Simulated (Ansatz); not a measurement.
# A thicker film of BaTiO3 (001), BaO faces from two thinner ones

In a field along its normal an insulating film takes a dipole p. Written as a length, p/(ε₀AE), it should grow by 1 − 1/ε for each ångström added.

How it was computed: Ansatz 0.2.0, plane waves with PAW datasets (its set soft_2), PBE; perovskite films relaxed at a bulk in-plane lattice constant near the measured one, then held in weak fields of both signs with a dipole correction (A is the cell's area, E the outer field).

| run | distance between the outer atoms (Å) | p/(ε₀AE) (Å) |
| --- | --- | --- |
| 2 units | 7.987 | 9.282 |
| 3 units | 12.026 | 12.675 |
| 5 units | 20.095 | ? |

**Question.** What value belongs in the row marked “?”, and how far can the other rows tell?

Two rows fix a line: slope = (12.675 − 9.282) / (12.026 − 7.987) = 0.8401, intercept 2.5720. That slope means ε = 1/(1 − 0.8401) = 6.25. At 20.095 it gives 0.8401 × 20.095 + 2.5720 = 19.454 Å, beyond the rows fitted. Rounding of the rows alone allows about ±0.005 Å there; two rows can't show whether the line holds.

The run itself gives 19.524 Å: a miss of +0.070 Å, or 0.4 % of the value. The length is met to within 1 %, though ε is more sensitive than the length: the two thickest films give ε = 6.61.

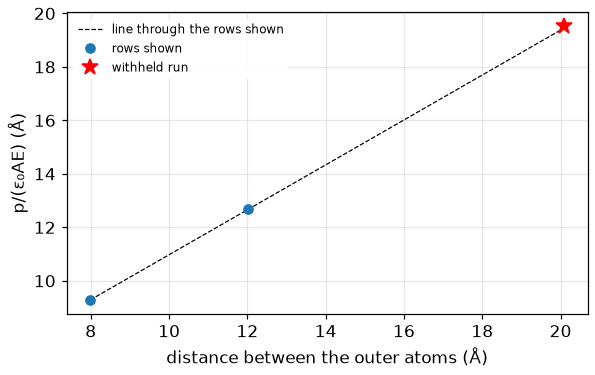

The fit and the withheld run.

Caveats: This is the electronic response alone. A unit is one step of the cut along the normal (a plane, a pair of planes or a cell), and the layers relax along it, away from their bulk spacing where the functional's lattice constant differs from the one held.
